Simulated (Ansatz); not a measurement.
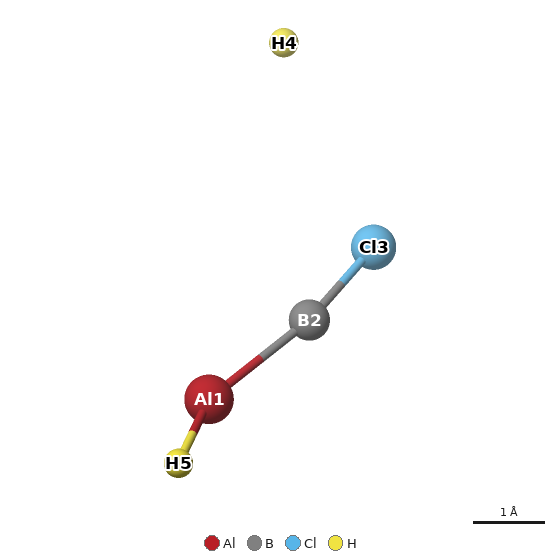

The atoms are numbered. The species is neutral and a spin doublet. The geometry was computed by an optimisation with PBE-D4/def2-SVP. No frequency run is at hand to confirm it as a minimum.

Give these bond angles: B2–Al1–H5, Al1–B2–Cl3.

```json
{"angle": "B2–Al1–H5", "degrees": "144.7"}
{"angle": "Al1–B2–Cl3", "degrees": "163.1"}
```
